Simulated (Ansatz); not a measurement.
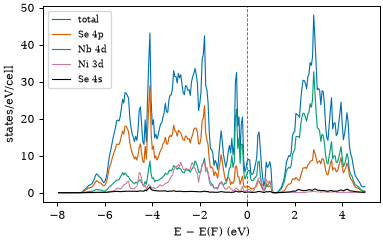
*Total and projected density of states of Nb₄NiSe₈ in space group P6_3/mmc (No. 194; Pearson symbol hP26), plane-wave PAW r²SCAN (Ansatz code)*

Which orbitals carry the states next to the Fermi level?

Within 0.5 eV of the Fermi level: Nb 4d 65 %, Se 4p 21 %, Ni 3d 9 %. Projections are on Löwdin-orthogonalised atomic valence shells; empty p or d shells of many metals are not among them.

Where is the tallest occupied peak in this window, and what makes it?

Near -4.1 eV, about 43 states/eV per cell; the largest projected share is Se 4p.

The workflow started from a Materials Project entry (that database holds measured and hypothetical structures alike); the Crystallography Open Database copy checked does not list it. Its standing as an ambient phase is unchecked. The cell was relaxed with r²SCAN under the symmetry of its start; whether a distortion lowers the energy is not shown. Spin order of the final state: ferromagnetic, the only order run, not a proven ground state. Other orbital occupations within this spin state were not tried. No Hubbard U is applied. The compound may be a true metal, but semilocal functionals without U, or a wrong spin order, can also close a gap. Spin–orbit coupling is left out wherever it is not named.

Potentials: the later of the program's two PAW sets.
